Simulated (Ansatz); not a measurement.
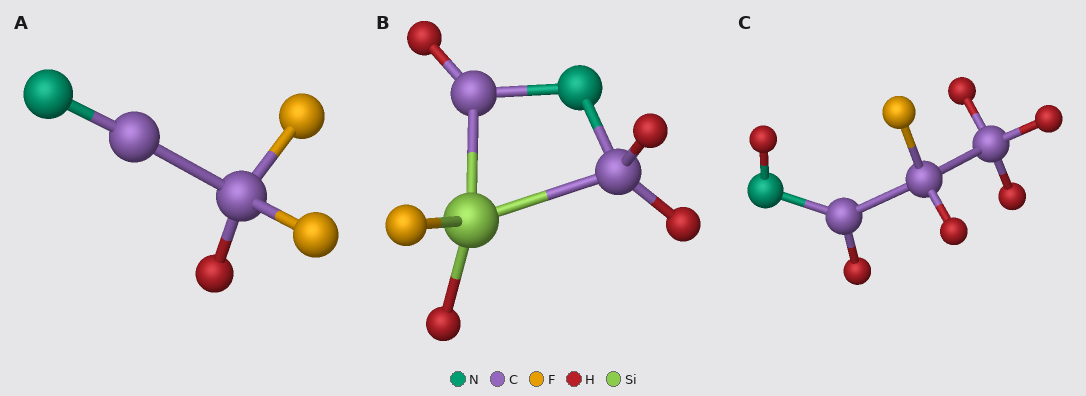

Simulated data, not a measurement (program: Ansatz).

Match each picture to its SMILES.
(1) N#CC(F)F
(2) F[Si@H]1C=NC1
(3) [H]/N=C\[C@@H](C)F

A is (1), B is (2), C is (3).
